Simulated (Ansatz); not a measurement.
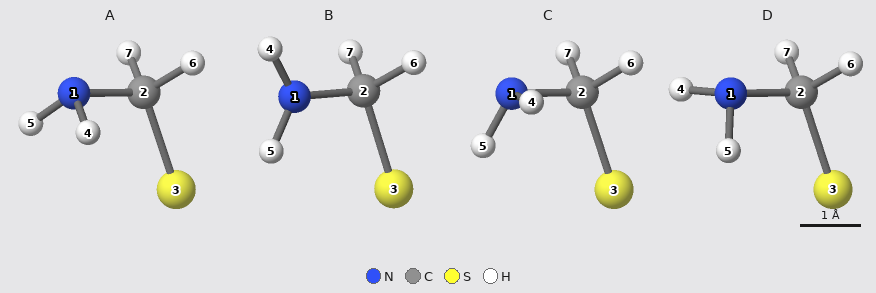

4 geometries from a converged minimum-energy path of CH4NS (charge −1), shuffled. Style: ball-and-stick. Shown from a free direction.

Method: RKS r2SCAN-D4/def2-SVPD in Ansatz. Run with 5 movable images; climbing image; force threshold 0.05 eV/Å; iteration limit 60; starting path through a guess of the saddle point.

> One of them is the converged climbing image. Which?

B. In order along the path, whose images run from 0 to 6: D (image 1, +0.08 eV), B (image 3, +0.41 eV), C (image 5, +0.07 eV), A (image 6, 0.00 eV). The motion is an umbrella inversion at N1. No bond forms or breaks between the ends. Among the angles between lasting bonds that change up to the highest image: H4–N1–H5 102.1° → 120.1°, C2–N1–H4 105.3° → 122.8°.

The run took 4.5 min on 2 threads of Intel(R) Xeon(R) Platinum 8259CL CPU @ 2.50GHz (Skylake/Cascade Lake) (shared host), peak memory 0.2 GiB.
